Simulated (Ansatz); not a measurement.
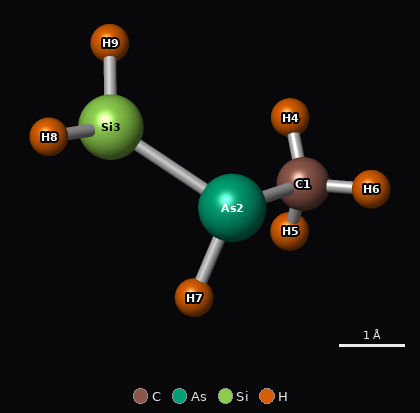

Figure 1. The input geometry of the first run (ball-and-stick view, seen at a tilt; atoms are numbered from 1 in the order of the input).

# Two runs on CH$_{6}$AsSi

System: CH$_{6}$AsSi, charge +1.
Method of the first run: RKS PBE-D4/def2-SVP (Ansatz 0.2.0).

Text and figures count atoms from 1; the logs count them from 0 in places.

### The input, the first run
```yaml
crystal:
  periodic: [false, false, false]
  atoms:
    - { symbol: C, position_ang: [-0.575265, 1.044901, -1.059494] }
    - { symbol: As, position_ang: [0.948639, 0.194643, -0.15345] }
    - { symbol: Si, position_ang: [0.418331, -0.345853, 1.977253] }
    - { symbol: H, position_ang: [-1.204855, 1.543871, -0.299552] }
    - { symbol: H, position_ang: [-1.150608, 0.292886, -1.628953] }
    - { symbol: H, position_ang: [-0.146484, 1.804298, -1.741067] }
    - { symbol: H, position_ang: [1.097869, -1.19636, -0.763105] }
    - { symbol: H, position_ang: [1.462528, -1.004988, 2.82189] }
    - { symbol: H, position_ang: [-0.650339, 0.418646, 2.693546] }
total_charge: 1
basis:
  gaussian: { orbitals: def2-SVP }
hamiltonian:
  xc: pbe
  dispersion: d4
output:
  forces: true
```

Launched with:
```bash
ansatz run input.yaml --threads 1 --pin off --max-ram 2560MiB --backend cpu --events-out ev --progress --plain --runs-dir out
```

Hardware: 1 thread of Arm Neoverse V1, 24 GiB of memory available, shared host.

### Output (the first run)
```
Engine: ansatz 0.2.0, aarch64-unknown-linux-gnu
Functional definition: PBE
  parameter kappa = 0.804
  parameter beta = 0.06672455060314922
  exchange = pbe_x(kappa = kappa, mu = beta*pi^2/3)
  correlation = pbe_c(beta = beta)
1065 factors; their error is unknown
mean field evaluation 1: about -69807.3604 eV, gradient 6.8e1 eV
mean field evaluation 2: about -69728.9131 eV, gradient 1.3e2 eV
mean field evaluation 4: about -69815.6226 eV, gradient 3.0e1 eV
mean field evaluation 8: about -69819.6944 eV, gradient 1.7e-1 eV
mean field evaluation 16: about -69819.6186 eV, gradient 1.1e-3 eV
mean field -69819.61864906 eV, -2565.8236599158 hartree, gradient 3.9e-5 eV, S^2 0.000000; 0 other end points of the search recorded, 0 dependent functions left out
the calculation of the forces begins
reference -69819.61868379 eV, -2565.8236611920 hartree; 29, 29 occupied and 65, 65 virtual orbitals, 1065 factors
Total energy: -69819.78205383 eV, -2565.8296649301 hartree
Atom 0 at    -0.575265     1.044901    -1.059494 Å, force    -0.006507    -0.090048     0.136479 eV/Å
Atom 1 at     0.948639     0.194643    -0.153450 Å, force     0.040484     0.081083    -0.172025 eV/Å
Atom 2 at     0.418331    -0.345853     1.977253 Å, force    -0.134049     0.013805     0.036650 eV/Å
Atom 3 at    -1.204855     1.543871    -0.299552 Å, force    -0.048513     0.028023    -0.049348 eV/Å
Atom 4 at    -1.150608     0.292886    -1.628953 Å, force    -0.024089    -0.007071     0.014037 eV/Å
Atom 5 at    -0.146484     1.804298    -1.741067 Å, force    -0.002805    -0.007878    -0.015489 eV/Å
Atom 6 at     1.097869    -1.196360    -0.763105 Å, force     0.153231     0.004867     0.021752 eV/Å
Atom 7 at     1.462528    -1.004988     2.821890 Å, force    -0.054825    -0.125755    -0.044806 eV/Å
Atom 8 at    -0.650339     0.418646     2.693546 Å, force     0.077072     0.102975     0.072752 eV/Å
Dipole moment:    -0.260893    -0.191763     0.441223 e Å
```

For the second run the input was changed thus:
```diff
-    - { symbol: Si, position_ang: [0.418331, -0.345853, 1.977253] }
+    - { symbol: Si, position_ang: [0.46574, -1.944749, 0.397064] }
-    - { symbol: H, position_ang: [1.097869, -1.19636, -0.763105] }
-    - { symbol: H, position_ang: [1.462528, -1.004988, 2.82189] }
-    - { symbol: H, position_ang: [-0.650339, 0.418646, 2.693546] }
+    - { symbol: H, position_ang: [2.019752, -0.02815, -1.217367] }
+    - { symbol: H, position_ang: [-0.382219, -2.743745, -0.54144] }
+    - { symbol: H, position_ang: [1.390063, -2.707983, 1.292994] }
```

How does the second run compare with the first run?

With the same method and basis, the second run lies 17.2 kcal/mol higher. The largest force goes from 0.194 to 1.796 eV/Å.

### Output (the second run)
```
Engine: ansatz 0.2.0, aarch64-unknown-linux-gnu
Functional definition: PBE
  parameter kappa = 0.804
  parameter beta = 0.06672455060314922
  exchange = pbe_x(kappa = kappa, mu = beta*pi^2/3)
  correlation = pbe_c(beta = beta)
1065 factors; their error is unknown
mean field evaluation 1: about -69806.3247 eV, gradient 6.9e1 eV
mean field evaluation 2: about -69713.2740 eV, gradient 1.4e2 eV
mean field evaluation 4: about -69809.9884 eV, gradient 4.1e1 eV
mean field evaluation 8: about -69818.9482 eV, gradient 3.2e-1 eV
mean field evaluation 16: about -69818.8736 eV, gradient 4.4e-3 eV
mean field -69818.87358297 eV, -2565.7962792419 hartree, gradient 6.0e-5 eV, S^2 0.000000; 1 other end points of the search recorded, 0 dependent functions left out
the calculation of the forces begins
reference -69818.87361765 eV, -2565.7962805164 hartree; 29, 29 occupied and 65, 65 virtual orbitals, 1065 factors
Total energy: -69819.03705482 eV, -2565.8022867218 hartree
Atom 0 at    -0.575265     1.044901    -1.059494 Å, force    -0.019217    -0.593064    -0.319300 eV/Å
Atom 1 at     0.948639     0.194643    -0.153450 Å, force     0.056883     1.548846     0.907029 eV/Å
Atom 2 at     0.465740    -1.944749     0.397064 Å, force     0.832521    -0.667404    -1.395591 eV/Å
Atom 3 at    -1.204855     1.543871    -0.299552 Å, force     0.064535    -0.067996     0.070713 eV/Å
Atom 4 at    -1.150608     0.292886    -1.628953 Å, force    -0.182233     0.172339    -0.120306 eV/Å
Atom 5 at    -0.146484     1.804298    -1.741067 Å, force     0.015344    -0.018433    -0.011032 eV/Å
Atom 6 at     2.019752    -0.028150    -1.217367 Å, force     0.107054    -0.353547     0.098855 eV/Å
Atom 7 at    -0.382219    -2.743745    -0.541440 Å, force    -0.732416    -0.110141     0.588770 eV/Å
Atom 8 at     1.390063    -2.707983     1.292994 Å, force    -0.142472     0.089400     0.180861 eV/Å
Dipole moment:    -0.228415    -0.696138     0.047426 e Å
```

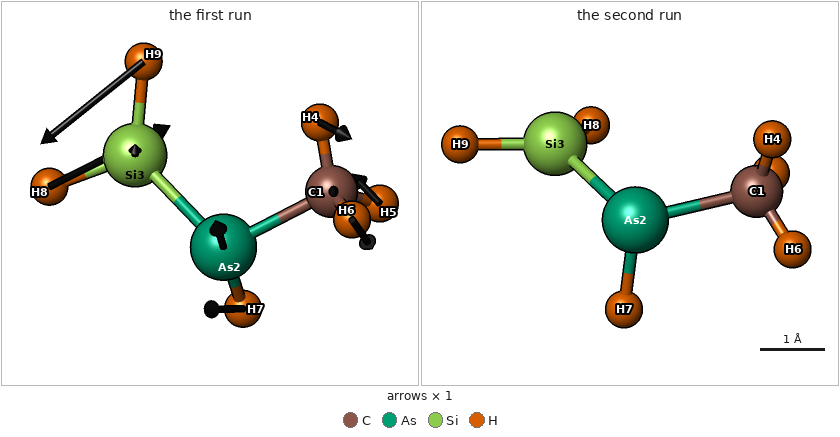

Figure 2. The two input geometries at one scale (ball-and-stick view, seen at a tilt). The black arrows on the first give the shifts of the atoms after the best rigid fit, at true length. The largest move after the best rigid fit is that of H8, 2.28 Å. By element the largest moves are H 2.28 Å, As 0.69 Å, Si 0.22 Å, C 0.16 Å.

### The two runs side by side

| quantity | the first run | the second run |
| --- | --- | --- |
| outcome | converged | converged |
| total energy (hartree) | −2565.829665 | −2565.802287 |
| largest force (eV/Å) | 0.194 | 1.796 |
| basis functions | 94 | 94 |
| wall time (shared host) | 2.9 s | 3.7 s |
